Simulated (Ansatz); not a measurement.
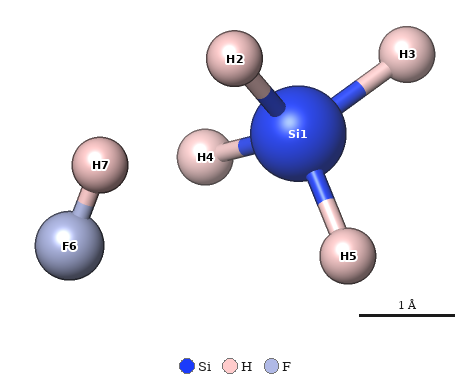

**Figure 1.** The starting structure (ball-and-stick view, seen at a tilt; atoms are numbered from 1 in the order of the input). Bond lengths as drawn: F–H 0.94 Å and H–Si 1.50 to 1.51 Å.

# Nudged elastic band, with input and output: SiH₅F

SiH₅F, computed with RKS PBE/def2-SVP (Ansatz 0.2.0).

It belongs to a series of runs on one base structure; here: band between the two ends. Figures and captions count atoms from 1; the log counts them from 0 in places.

Input file
```yaml
crystal:
  periodic: [false, false, false]
  atoms:
    - { symbol: Si, position_ang: [0.252052, -0.00042, -0.107093] }
    - { symbol: H, position_ang: [0.201948, -0.00137, 1.404022] }
    - { symbol: H, position_ang: [1.702043, 0.0008, -0.501843] }
    - { symbol: H, position_ang: [-0.416374, 1.235825, -0.626001] }
    - { symbol: H, position_ang: [-0.414987, -1.236713, -0.627588] }
    - { symbol: F, position_ang: [-2.441424, -0.000144, 1.299181] }
    - { symbol: H, position_ang: [-1.648958, 0.002022, 1.79972] }
basis:
  gaussian: { orbitals: def2-SVP }
hamiltonian:
  xc: pbe
neb:
  order_check: false
  images: 7
  f_tol: 0.05
  max_iterations: 60
  final_atoms:
    - { symbol: Si, position_ang: [-0.22799692, -5.479e-05, -0.77112689] }
    - { symbol: H, position_ang: [-0.62568184, 0.00022251, 3.53617878] }
    - { symbol: H, position_ang: [1.1471162, 0.00042888, -0.16923252] }
    - { symbol: H, position_ang: [-0.43706293, 1.23103784, -1.60276861] }
    - { symbol: H, position_ang: [-0.43629713, -1.23143303, -1.60253938] }
    - { symbol: F, position_ang: [-1.33105146, -0.00028433, 0.44800737] }
    - { symbol: H, position_ang: [-0.85472591, 8.293e-05, 2.80187924] }
  initial_path:
    images:
      - { positions_ang: [[0.252052, -0.00042, -0.107093], [0.201948, -0.00137, 1.404022], [1.702043, 0.0008, -0.501843], [-0.416374, 1.235825, -0.626001], [-0.414987, -1.236713, -0.627588], [-2.441424, -0.000144, 1.299181], [-1.648958, 0.002022, 1.79972]] }
      - { positions_ang: [[0.19164452, -0.00029568, -0.07751288], [0.14137748, -0.00103917, 1.50814542], [1.62661093, 0.00067248, -0.48542549], [-0.47816319, 1.22472401, -0.59299791], [-0.47704425, -1.22537949, -0.59422677], [-2.28086441, -0.00015728, 1.11355995], [-1.48926108, 0.00147513, 1.76885568]] }
      - { positions_ang: [[0.13123705, -0.00017135, -0.04793276], [0.08080695, -0.00070835, 1.61226884], [1.55117886, 0.00054495, -0.46900797], [-0.53995238, 1.21362301, -0.55999482], [-0.5391015, -1.21404597, -0.56086555], [-2.12030481, -0.00017056, 0.92793889], [-1.32956416, 0.00092827, 1.73799136]] }
      - { positions_ang: [[0.07082957, -4.703e-05, -0.01835264], [0.02023643, -0.00037752, 1.71639227], [1.47574679, 0.00041743, -0.45259046], [-0.60174158, 1.20252202, -0.52699172], [-0.60115875, -1.20271246, -0.52750432], [-1.95974522, -0.00018384, 0.74231784], [-1.16986724, 0.0003814, 1.70712703]] }
      - { positions_ang: [[0.0104221, 7.729e-05, 0.01122749], [-0.04033409, -4.67e-05, 1.82051569], [1.40031472, 0.0002899, -0.43617294], [-0.66353077, 1.19142103, -0.49398863], [-0.663216, -1.19137895, -0.4941431], [-1.79918563, -0.00019711, 0.55669679], [-1.01017032, -0.00016546, 1.67626271]] }
      - { positions_ang: [[-0.04918266, 4.427e-05, -0.18436111], [-0.18667103, 2.06e-05, 2.24943146], [1.33701509, 0.00032465, -0.36943784], [-0.60691381, 1.20132523, -0.77118363], [-0.60648629, -1.20139247, -0.77124217], [-1.68215209, -0.00021892, 0.52952443], [-0.97130922, -0.00010337, 1.95766684]] }
      - { positions_ang: [[-0.10878741, 1.125e-05, -0.3799497], [-0.33300797, 8.791e-05, 2.67834723], [1.27371546, 0.00035939, -0.30270273], [-0.55029685, 1.21122943, -1.04837862], [-0.54975657, -1.21140599, -1.04834124], [-1.56511854, -0.00024072, 0.50235208], [-0.93244812, -4.127e-05, 2.23907098]] }
      - { positions_ang: [[-0.16839216, -2.177e-05, -0.57553829], [-0.4793449, 0.00015521, 3.10726301], [1.21041583, 0.00039414, -0.23596763], [-0.49367989, 1.22113364, -1.32557362], [-0.49302685, -1.22141951, -1.32544031], [-1.448085, -0.00026253, 0.47517973], [-0.89358702, 2.083e-05, 2.52047511]] }
      - { positions_ang: [[-0.22799692, -5.479e-05, -0.77112689], [-0.62568184, 0.00022251, 3.53617878], [1.1471162, 0.00042888, -0.16923252], [-0.43706293, 1.23103784, -1.60276861], [-0.43629713, -1.23143303, -1.60253938], [-1.33105146, -0.00028433, 0.44800737], [-0.85472591, 8.293e-05, 2.80187924]] }
```

Machine: 1 thread of Intel Xeon (Granite Rapids), 32 GiB of memory available, shared host.

Command:
```bash
ansatz run input.yaml --threads 1 --pin off --max-ram 2048MiB --backend cpu --events-out ev --progress --plain --runs-dir out
```

The program's output
```
Engine: ansatz 0.2.0, x86_64-unknown-linux-gnu
Functional definition: PBE
  parameter kappa = 0.804
  parameter beta = 0.06672455060314922
  exchange = pbe_x(kappa = kappa, mu = beta*pi^2/3)
  correlation = pbe_c(beta = beta)
634 factors; their error is unknown
mean field evaluation 1: about -10661.7948 eV, gradient 3.1e1 eV
mean field evaluation 2: about -10659.6419 eV, gradient 5.2e1 eV
mean field evaluation 4: about -10663.5764 eV, gradient 6.2e-1 eV
mean field evaluation 8: about -10663.5332 eV, gradient 9.5e-2 eV
mean field -10663.53317250 eV, -391.8776160871 hartree, gradient 7.9e-5 eV, S^2 0.000000; 0 other end points of the search recorded, 0 dependent functions left out
the calculation of the forces begins
reference -10663.53319947 eV, -391.8776170780 hartree; 14, 14 occupied and 43, 43 virtual orbitals, 634 factors
634 factors; their error is unknown
mean field evaluation 16: about -10659.2833 eV, gradient 5.9e1 eV
mean field -10664.44389287 eV, -391.9110844433 hartree, gradient 3.7e-5 eV, S^2 0.000000; 0 other end points of the search recorded, 0 dependent functions left out
[... from here on the field's lines of each further geometry are left out, up to the last ...]
NEB iter   1: max|band force component| = 5.045e0 eV/Å  barrier→ = 2.5616 eV  barrier← = 3.4723 eV  Δτ_max = 0.2000 Å  (201 SCF iters)
NEB iter   2: max|band force component| = 2.817e0 eV/Å  barrier→ = 1.6282 eV  barrier← = 2.5389 eV  Δτ_max = 0.2000 Å  (204 SCF iters)
NEB iter   3: max|band force component| = 2.749e0 eV/Å  barrier→ = 1.1900 eV  barrier← = 2.1007 eV  Δτ_max = 0.2000 Å  (184 SCF iters)
NEB iter   4: max|band force component| = 2.625e0 eV/Å  barrier→ = 1.3937 eV  barrier← = 2.3044 eV  Δτ_max = 0.1780 Å  (184 SCF iters)
NEB iter   5: max|band force component| = 2.310e0 eV/Å  barrier→ = 1.0782 eV  barrier← = 1.9889 eV  Δτ_max = 0.0894 Å  (181 SCF iters)
NEB iter   6: max|band force component| = 7.549e-1 eV/Å  barrier→ = 0.9220 eV  barrier← = 1.8328 eV  Δτ_max = 0.0542 Å  (178 SCF iters)
NEB iter   7: max|band force component| = 8.395e-1 eV/Å  barrier→ = 0.9366 eV  barrier← = 1.8473 eV  CI = image 2  Δτ_max = 0.1725 Å  (175 SCF iters)
NEB iter   8: max|band force component| = 1.855e0 eV/Å  barrier→ = 1.2101 eV  barrier← = 2.1208 eV  CI = image 2  Δτ_max = 0.0484 Å  (180 SCF iters)
NEB iter   9: max|band force component| = 6.652e-1 eV/Å  barrier→ = 1.1053 eV  barrier← = 2.0161 eV  CI = image 2  Δτ_max = 0.0483 Å  (172 SCF iters)
NEB iter  10: max|band force component| = 2.020e-1 eV/Å  barrier→ = 1.1194 eV  barrier← = 2.0301 eV  CI = image 2  Δτ_max = 0.0135 Å  (164 SCF iters)
NEB iter  11: max|band force component| = 1.519e-1 eV/Å  barrier→ = 1.1174 eV  barrier← = 2.0281 eV  CI = image 2  Δτ_max = 0.0054 Å  (157 SCF iters)
NEB iter  12: max|band force component| = 5.855e-2 eV/Å  barrier→ = 1.1168 eV  barrier← = 2.0275 eV  CI = image 2  Δτ_max = 0.0045 Å  (132 SCF iters)
the calculation of the forces begins
reference -10664.44164181 eV, -391.9110017184 hartree; 14, 14 occupied and 43, 43 virtual orbitals, 634 factors
634 factors; their error is unknown
mean field -10662.41660506 eV, -391.8365829902 hartree, gradient 6.6e-6 eV, S^2 0.000000; 1 other end points of the search recorded, 0 dependent functions left out
the calculation of the forces begins
reference -10662.41663323 eV, -391.8365840258 hartree; 14, 14 occupied and 43, 43 virtual orbitals, 634 factors
NEB iter  13: max|band force component| = 2.890e-2 eV/Å  barrier→ = 1.1166 eV  barrier← = 2.0273 eV  CI = image 2  Δτ_max = 0.0000 Å  (279 SCF iters)
```

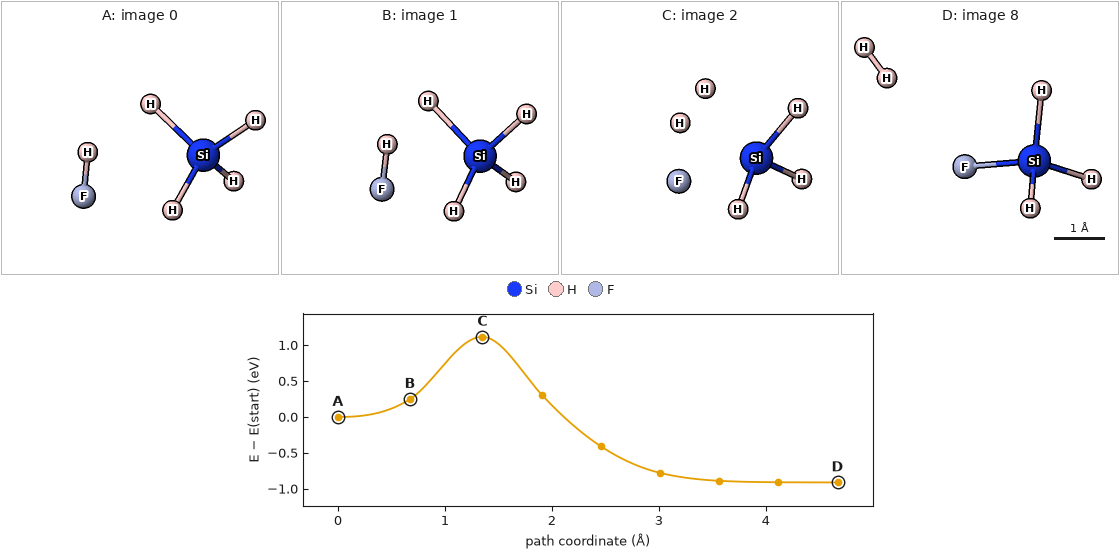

**Figure 2.** Images of the last band (counted from 0; ball-and-stick, seen at a tilt) above the energy along the path; the line is a cubic interpolation that uses the forces. The highest image is number 2, 1.117 eV above the start and 2.027 eV above the end (the climbing image); the end lies 0.911 eV below the start. The path is 4.67 Å long. The band converged in 13 iterations.

```
Total energy: -10662.41663323 eV, -391.8365840258 hartree
Atom 0 at    -0.202962     0.000238    -0.045388 Å, force    -0.008013    -0.000106     0.016749 eV/Å
Atom 1 at     0.064728    -0.001362     1.676019 Å, force    -0.003582    -0.000044    -0.008353 eV/Å
Atom 2 at     1.314723     0.000941    -0.064837 Å, force     0.004378     0.000144    -0.005324 eV/Å
Atom 3 at    -0.562147     1.283002    -0.731392 Å, force     0.000581     0.000194     0.000778 eV/Å
Atom 4 at    -0.561428    -1.283252    -0.730325 Å, force     0.000743    -0.000258     0.000935 eV/Å
Atom 5 at    -1.897633     0.000988     0.900747 Å, force    -0.020600     0.000426    -0.025987 eV/Å
Atom 6 at    -0.920980    -0.000556     1.635573 Å, force     0.026493    -0.000356     0.021202 eV/Å
Dipole moment:     0.156396    -0.000206     0.066017 e Å
this run last wrote the band of iteration 13 to [file]
```

The last band as extended XYZ (Å, eV, eV/Å)
```
7
Properties=species:S:1:pos:R:3:forces:R:3 image=0 energy=-10663.53317
Si    0.2521   -0.0004   -0.1071    0.0005   0.0007   0.0015
H     0.2019   -0.0014    1.4040    0.0003   0.0001  -0.0008
H     1.7020    0.0008   -0.5018    0.0001  -0.0003  -0.0005
H    -0.4164    1.2358   -0.6260    0.0000  -0.0002  -0.0001
H    -0.4150   -1.2367   -0.6276   -0.0001  -0.0001   0.0000
F    -2.4414   -0.0001    1.2992   -0.0002   0.0001   0.0007
H    -1.6490    0.0020    1.7997   -0.0006  -0.0003  -0.0008
7
Properties=species:S:1:pos:R:3:forces:R:3 image=1 energy=-10663.28291
Si    0.0610    0.0000   -0.0480    0.3947  -0.0004  -0.0025
H     0.1069   -0.0008    1.4969    0.0677   0.0008  -0.2724
H     1.5335    0.0006   -0.2679    0.3251  -0.0004  -0.3101
H    -0.5251    1.2481   -0.6419    0.0509  -0.0533   0.1350
H    -0.5245   -1.2484   -0.6418    0.0510   0.0532   0.1337
F    -2.1240    0.0007    1.1285   -0.3420  -0.0005   0.3431
H    -1.2935   -0.0002    1.6146   -0.5473   0.0006  -0.0269
7
Properties=species:S:1:pos:R:3:forces:R:3 image=2 energy=-10662.41661
Si   -0.2030    0.0002   -0.0454   -0.0080  -0.0001   0.0167
H     0.0647   -0.0014    1.6760   -0.0036   0.0000  -0.0084
H     1.3147    0.0009   -0.0648    0.0044   0.0001  -0.0053
H    -0.5621    1.2830   -0.7314    0.0006   0.0002   0.0008
H    -0.5614   -1.2833   -0.7303    0.0007  -0.0003   0.0009
F    -1.8976    0.0010    0.9007   -0.0206   0.0004  -0.0260
H    -0.9210   -0.0006    1.6356    0.0265  -0.0004   0.0212
7
Properties=species:S:1:pos:R:3:forces:R:3 image=3 energy=-10663.22003
Si   -0.3702    0.0004   -0.1652   -0.5122   0.0006  -0.3607
H     0.1076   -0.0015    1.8708    0.1207  -0.0011   0.5989
H     1.1504    0.0013    0.0695   -0.4996   0.0007   0.4184
H    -0.5622    1.3042   -0.8575    0.0071   0.0681  -0.3875
H    -0.5613   -1.3046   -0.8555    0.0070  -0.0680  -0.3853
F    -1.8437    0.0013    0.7118    0.1605   0.0016  -0.5888
H    -0.6862   -0.0010    1.8665    0.7165  -0.0019   0.7050
7
Properties=species:S:1:pos:R:3:forces:R:3 image=4 energy=-10663.94025
Si   -0.4270    0.0005   -0.3279   -0.1110   0.0004  -0.2941
H     0.1649   -0.0017    2.1298    0.1265  -0.0009   0.4573
H     0.9892    0.0017    0.2035   -0.2961   0.0007   0.2144
H    -0.5575    1.2921   -1.0619   -0.0129  -0.0212  -0.3650
H    -0.5565   -1.2928   -1.0591   -0.0131   0.0210  -0.3637
F    -1.7751    0.0015    0.6378    0.1277   0.0009  -0.1080
H    -0.6036   -0.0013    2.1183    0.1788  -0.0009   0.4592
7
Properties=species:S:1:pos:R:3:forces:R:3 image=5 energy=-10664.31105
Si   -0.4060    0.0005   -0.4655   -0.0148   0.0002  -0.0937
H     0.0959   -0.0015    2.5021    0.0259  -0.0003   0.2340
H     0.8781    0.0018    0.3123   -0.0822   0.0003   0.0175
H    -0.4743    1.2547   -1.2794   -0.0025  -0.0256  -0.1443
H    -0.4735   -1.2558   -1.2764   -0.0026   0.0254  -0.1440
F    -1.7322    0.0014    0.5102    0.0385   0.0002  -0.0305
H    -0.6536   -0.0011    2.3372    0.0376  -0.0002   0.1610
7
Properties=species:S:1:pos:R:3:forces:R:3 image=6 energy=-10664.42167
Si   -0.3643    0.0002   -0.5887    0.0001   0.0000  -0.0185
H    -0.0749   -0.0006    2.9530   -0.0101   0.0000   0.0649
H     0.8708    0.0010    0.2624   -0.0014   0.0000  -0.0169
H    -0.4123    1.2347   -1.4384   -0.0027  -0.0031  -0.0239
H    -0.4117   -1.2355   -1.4369   -0.0027   0.0031  -0.0239
F    -1.6824    0.0004    0.3952    0.0083   0.0000  -0.0078
H    -0.6908   -0.0003    2.4937    0.0084   0.0000   0.0261
7
Properties=species:S:1:pos:R:3:forces:R:3 image=7 energy=-10664.44161
Si   -0.2983    0.0000   -0.6916    0.0007   0.0000  -0.0020
H    -0.3537    0.0002    3.3047   -0.0038   0.0000   0.0066
H     0.9895    0.0004    0.0784    0.0023   0.0000  -0.0045
H    -0.4032    1.2315   -1.5417   -0.0011  -0.0001  -0.0020
H    -0.4025   -1.2317   -1.5415   -0.0011   0.0001  -0.0020
F    -1.5425   -0.0003    0.3833    0.0028   0.0000   0.0007
H    -0.7549    0.0001    2.6487    0.0002   0.0000   0.0031
7
Properties=species:S:1:pos:R:3:forces:R:3 image=8 energy=-10664.44389
Si   -0.2280   -0.0001   -0.7711    0.0021   0.0000   0.0081
H    -0.6257    0.0002    3.5362   -0.0021   0.0000  -0.0041
H     1.1471    0.0004   -0.1692   -0.0074   0.0000  -0.0038
H    -0.4371    1.2310   -1.6028   -0.0002  -0.0018   0.0015
H    -0.4363   -1.2314   -1.6025   -0.0002   0.0018   0.0016
F    -1.3311   -0.0003    0.4480    0.0056   0.0000  -0.0076
H    -0.8547    0.0001    2.8019    0.0021   0.0000   0.0042
```

Key numbers

| quantity | value |
| --- | --- |
| outcome | converged |
| barrier, forward | 1.117 eV |
| barrier, backward | 2.027 eV |
| wall time | 51 s |
| peak memory | 0.11 GiB |

Notes

The order of the saddle point was not checked.
